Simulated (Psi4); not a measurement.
# SnH3F (SMILES [F][SnH3]): PBE0/def2-TZVP (core potential)

What is the vertical singlet–triplet gap of SnH3F at PBE0/def2-TZVP (core potential)? The job is set up through a Python script.

The calculation is run with Psi4 1.11.

8 further runs of the same task are left out: 2 that didn't finish, 6 set aside as unsound or not needed.

### Step 1. The system as given

The species is SnH3F (5 atoms), meant as a singlet with charge 0. As SMILES, `[F][SnH3]`. The shape is that of a PBE0-D4/def2-TZVP optimisation.

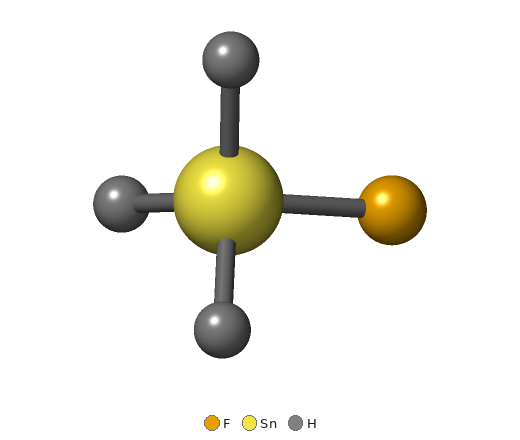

The structure, seen from a chosen angle (fluorine amber, tin yellow, hydrogen grey).

### Step 2. Energy and forces at PBE0/def2-TZVP (core potential)

File fh3sn.xyz:

```xyz
5
FH3Sn
F     -1.285000     0.718300     1.005000
Sn     0.100400    -0.065900    -0.079000
H     -0.528400    -0.054800    -1.659100
H      0.318900    -1.626500     0.560600
H      1.444100     0.955200     0.131000
```

File run.py:

```python
import psi4

psi4.set_memory(1600000000)
psi4.set_num_threads(1)
psi4.set_output_file('psi4.out', False)

with open('fh3sn.xyz') as f:
    atoms = ''.join(f.readlines()[2:])
molecule = psi4.geometry('0 1\n' + atoms + 'symmetry c1')

psi4.set_options(dict(puream=True, e_convergence=1e-09, d_convergence=1e-08, scf_type='pk', dft_radial_points=99, dft_spherical_points=590))

result, w = psi4.gradient("pbe0/def2-TZVP", return_wfn=True)
psi4.oeprop(w, "LOWDIN_CHARGES", "MAYER_INDICES", "WIBERG_LOWDIN_INDICES", title="PBE0")
print('gradient / Eh bohr^-1')
print(result.np.round(6))
print(f'energy = {w.energy():.10f} Eh')
for k, v in sorted(psi4.core.scalar_variables().items()):
    print(f'{k:45s} {v:18.10f}')
```

Started as:

```bash
$ python run.py
```

psi4.out:

```text
[...]
    !!!  WARNING: ECP capability is in beta. Please check occupations closely.  !!!
[...]
  Running in c1 symmetry.
[...]
  Nuclear repulsion =   80.464982137993800
[...]
  Multiplicity = 1
[...]
  Nalpha       = 17
  Nbeta        = 17
[...]
    Number of basis functions: 99
[...]
 WARNING: Atomic UHF is not converging! Try casting from a smaller basis or call Rob at CCMST.
   -------------------------
[...]
   @RKS iter   1:  -315.72398630829969   -1.34318e+00   6.91777e-03 ADIIS/DIIS
[...]
   @RKS iter  10:  -315.90038362553599   -3.86535e-12   4.06478e-09 DIIS
[...]
    Orbital Energies [Eh]
    ---------------------
    Doubly Occupied:
       1A    -24.709320     2A     -5.167857     3A     -3.502472
       4A     -3.499130     5A     -3.499130     6A     -1.162723
       7A     -1.066494     8A     -1.066494     9A     -1.062451
      10A     -1.062451    11A     -1.047455    12A     -0.549661
      13A     -0.407623    14A     -0.403049    15A     -0.403048
      16A     -0.344630    17A     -0.344625
[...]
  @RKS Final Energy:  -315.90038362553599
   => Energetics <=
    Nuclear Repulsion Energy =             80.4649821379938004
    One-Electron Energy =                -678.3121632472415286
    Two-Electron Energy =                 304.4466414210278913
    DFT Exchange-Correlation Energy =     -22.4998439373161965
    Empirical Dispersion Energy =           0.0000000000000000
    VV10 Nonlocal Energy =                  0.0000000000000000
    Total Energy =                       -315.9003836255359943
[...]
 Multipole Moments:
 ------------------------------------------------------------------------------------
     Multipole            Electronic (a.u.)      Nuclear  (a.u.)        Total (a.u.)
 ------------------------------------------------------------------------------------
 L = 1.  Multiply by 2.5417464519 to convert [e a0] to [Debye]
 Dipole X            :         11.0829946          -10.3086896            0.7743051
 Dipole Y            :         -6.2733823            5.8351159           -0.4382664
 Dipole Z            :         -8.6715236            8.0657507           -0.6057729
 Magnitude           :                                                    1.0763766
[...]
  -Total Gradient:
     Atom            X                  Y                   Z
    ------   -----------------  -----------------  -----------------
       1       -0.000019416291     0.000010685478     0.000012556507
       2        0.000035764751    -0.000017762023    -0.000027216992
       3        0.000007333527     0.000000064408     0.000021960895
       4       -0.000003247717     0.000014231146    -0.000007633152
       5       -0.000014946358    -0.000009677581    -0.000004369226
[...]
```

On the terminal:

```text
gradient / Eh bohr^-1
[[-1.9e-05  1.1e-05  1.3e-05]
 [ 3.6e-05 -1.8e-05 -2.7e-05]
 [ 7.0e-06  0.0e+00  2.2e-05]
 [-3.0e-06  1.4e-05 -8.0e-06]
 [-1.5e-05 -1.0e-05 -4.0e-06]]
energy = -315.9003836255 Eh
CURRENT ENERGY                                   -315.9003836255
CURRENT REFERENCE ENERGY                         -315.9003836255
DD SOLVATION ENERGY                                 0.0000000000
DFT FUNCTIONAL TOTAL ENERGY                      -315.9003836255
DFT TOTAL ENERGY                                 -315.9003836255
DFT VV10 ENERGY                                     0.0000000000
DFT XC ENERGY                                     -22.4998439373
GRID ELECTRONS ALPHA                               17.0000005266
GRID ELECTRONS BETA                                17.0000005266
GRID ELECTRONS TOTAL                               34.0000010532
NUCLEAR REPULSION ENERGY                           80.4649821380
ONE-ELECTRON ENERGY                              -678.3121632472
PCM POLARIZATION ENERGY                             0.0000000000
PE ENERGY                                           0.0000000000
SCF ITERATION ENERGY                             -315.9003836255
SCF ITERATIONS                                     10.0000000000
SCF TOTAL ENERGY                                 -315.9003836255
TWO-ELECTRON ENERGY                               304.4466414210
XC GRID RADIAL POINTS                              99.0000000000
XC GRID SPHERICAL POINTS                          590.0000000000
XC GRID TOTAL POINTS                           280558.0000000000
```

Run time: 32 s. Hardware: 1 thread of Intel Xeon Platinum 8259CL at 2.50GHz (Skylake/Cascade Lake), shared host; peak memory 0.73 GiB.

### Step 3. The triplet, same level

fh3sn.xyz is that of step 2.

File calc.py:

```python
import psi4

psi4.set_memory('1600 MB')
psi4.set_num_threads(1)
psi4.core.set_output_file('output.dat', False)

with open('fh3sn.xyz') as f:
    atoms = ''.join(f.readlines()[2:])
molecule = psi4.geometry('0 3\n' + atoms + 'symmetry c1')

psi4.set_options({
    'basis': 'def2-TZVP',
    'reference': 'uks',
    'puream': True,
    'e_convergence': 1e-09,
    'd_convergence': 1e-08,
    'scf_type': 'pk',
    'dft_radial_points': 99,
    'dft_spherical_points': 590,
    'maxiter': 200,
})

result, w = psi4.gradient("pbe0", return_wfn=True)
psi4.oeprop(w, "DIPOLE", "QUADRUPOLE", "LOWDIN_CHARGES", title="PBE0")
print('gradient / Eh bohr^-1')
print(result.np.round(6))
print(f'energy = {w.energy():.10f} Eh')
```

Started as:

```bash
$ python calc.py
```

output.dat, cut to the lines that bear on the results:

```text
[...]
  Running in c1 symmetry.
[...]
  Nuclear repulsion =   80.464982137993800
[...]
  Multiplicity = 3
[...]
  Nalpha       = 18
  Nbeta        = 16
[...]
    Number of basis functions: 99
[...]
   @UKS iter   1:  -315.39912149283191   -1.01832e+00   7.83501e-03 DIIS/ADIIS
[...]
   @UKS iter  38:  -315.65596665271096    2.89901e-12   9.77093e-09 DIIS
[...]
   @S^2 Observed:                2.008856816E+00
[...]
  @UKS Final Energy:  -315.65596665271096
   => Energetics <=
    Nuclear Repulsion Energy =             80.4649821379938004
    One-Electron Energy =                -677.3613610629313371
    Two-Electron Energy =                 303.6596959493462577
    DFT Exchange-Correlation Energy =     -22.4192836771197435
    Empirical Dispersion Energy =           0.0000000000000000
    VV10 Nonlocal Energy =                  0.0000000000000000
    Total Energy =                       -315.6559666527109584
[...]
  -Total Gradient:
     Atom            X                  Y                   Z
    ------   -----------------  -----------------  -----------------
       1        0.043920254199    -0.024612728973    -0.034496097588
       2       -0.026565067263    -0.015974406504     0.038118581193
       3        0.000549834642     0.011668117158     0.002969627686
       4       -0.009668192685     0.021760495297    -0.001571824343
       5       -0.008231098840     0.007156253761    -0.005025329241
[...]
 Multipole Moments:
 ------------------------------------------------------------------------------------
     Multipole            Electronic (a.u.)      Nuclear  (a.u.)        Total (a.u.)
 ------------------------------------------------------------------------------------
 L = 1.  Multiply by 2.5417464519 to convert [e a0] to [Debye]
 Dipole X            :         10.6900079          -10.3086896            0.3813183
 Dipole Y            :         -6.3328456            5.8351159           -0.4977297
 Dipole Z            :         -8.2065126            8.0657507           -0.1407619
 Magnitude           :                                                    0.6426138
 L = 2.  Multiply by 1.3450342976 to convert [e a0^2] to [Debye ang]
 Quadrupole XX       :        -86.5789280           58.8666897          -27.7122383
 Quadrupole XY       :         26.8158741          -25.1188150            1.6970591
[...]
```

Standard output:

```text
gradient / Eh bohr^-1
[[ 0.04392  -0.024613 -0.034496]
 [-0.026565 -0.015974  0.038119]
 [ 0.00055   0.011668  0.00297 ]
 [-0.009668  0.02176  -0.001572]
 [-0.008231  0.007156 -0.005025]]
energy = -315.6559666527 Eh
```

Wall time 1.9 min (1 thread of Intel Xeon Platinum 8259CL at 2.50GHz (Skylake/Cascade Lake), shared host); peak memory 0.73 GiB.

### Step 4. Summary of results

At PBE0/def2-TZVP (core potential):

```
                                        quantity          value
                           singlet: total energy  -315.90038 Eh
                          singlet: dipole moment         2.74 D
                            singlet: HOMO energy       -9.38 eV
                            singlet: LUMO energy       -0.82 eV
                          singlet: HOMO–LUMO gap        8.56 eV
               singlet: largest force on an atom     0.002 eV/Å
                           triplet: total energy  -315.65597 Eh
                          triplet: dipole moment         1.63 D
     triplet: HOMO energy (highest over α and β)       -3.16 eV
                                   triplet: ⟨S²⟩          2.009
               triplet: largest force on an atom     3.138 eV/Å
vertical energy of the triplet above the singlet       6.651 eV
```

**Reading.** At this shape the triplet lies 6.65 eV (642 kJ/mol) above the singlet.
